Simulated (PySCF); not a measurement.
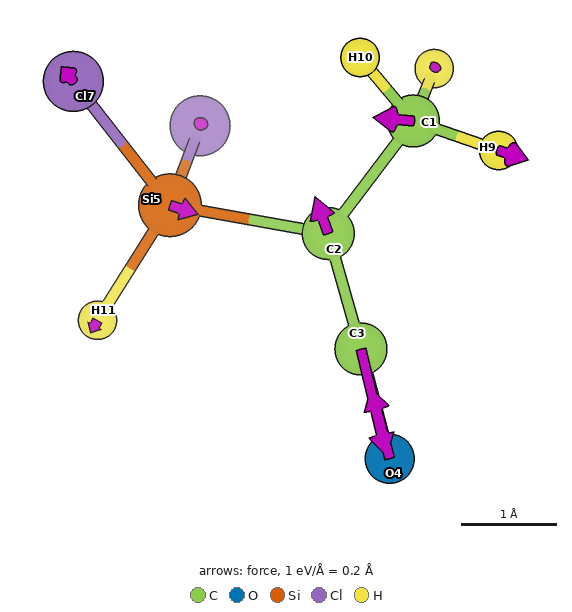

Starting geometry of C3H4Cl2OSi with the computed forces as purple arrows. The picture is a ball-and-stick view, seen at a tilt.

The start comes from GFN2-xTB. Its atoms were then displaced at random by about 0.01 Å.

These are results of PBE0-D3(BJ)/def2-SVP geometry optimisation, gas phase (PySCF), not measurements. 

**Is this structure relaxed? If not, where do the atoms go?**

It isn't relaxed: the largest force vector, on a C atom, is 5.91 eV/Å. The final displacements follow the starting forces only in part (cosine between the two patterns 0.30). The largest move after the best rigid fit is that of the O atom, 0.11 Å. By element the largest moves are O 0.11 Å, H 0.10 Å, Cl 0.09 Å, Si 0.04 Å, C 0.04 Å. Near-neighbour distances that change, for instance: Cl–Si 2.002 → 2.061 Å, C–H 1.048 → 1.098 Å, C–O 1.206 → 1.160 Å, C–Si 1.881 → 1.838 Å. Bond angles that change, for instance: C–C–Si 117.8° → 114.8°, H–C–H 111.2° → 108.2°, C–C–H 108.2° → 110.3°. After 9 geometry steps the energy has fallen by 6.25 kcal/mol.
